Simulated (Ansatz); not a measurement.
Input file:

```
crystal:
  periodic: [false, false, false]
  atoms:
    - {symbol: In, position_ang: [0.000058, -0.000020, -0.000172]}
    - {symbol: H, position_ang: [1.724197, -0.028649, 0.013431]}
    - {symbol: H, position_ang: [-0.837216, 1.507403, -0.017973]}
    - {symbol: H, position_ang: [-0.887039, -1.478744, 0.004714]}
basis:
  gaussian: {orbitals: def2-TZVP, initial_orbitals: start.molden}
hamiltonian: {xc: pbe0, dispersion: d4}
output: {orbitals: {seedname: orbitals}}
```

Launched as:

```sh
ansatz run in.yaml --threads 4 --pin off --events-out ev --progress --plain --max-ram 3916MiB
```

Geometry: PBE0-D4/def2-TZVP; core potentials replace the inner electrons of In.

All numbers below come from Ansatz, RKS PBE0-D4/def2-TZVP.

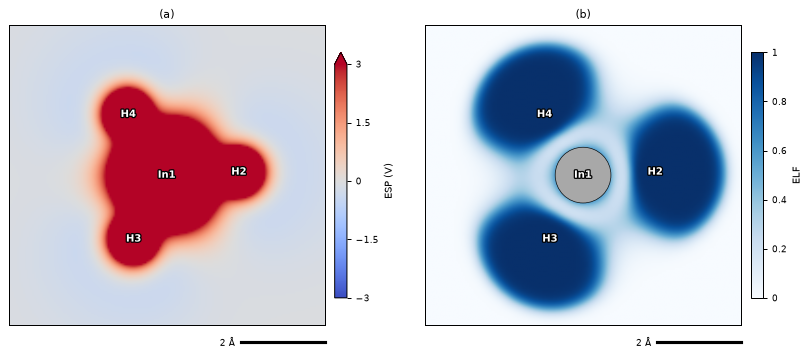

H3In (InH3). (a) molecular electrostatic potential; (b) ELF on the molecular plane. Grey discs cover the atomic cores in the ELF map.

### Interpret the plot.

The section cuts through In and H sites.
In–H (1.72 Å): the ELF climbs to about 1 towards the hydrogen.
Outside the dense part of the molecule the potential is most negative (−0.4 V) near H2, H3 and H4.
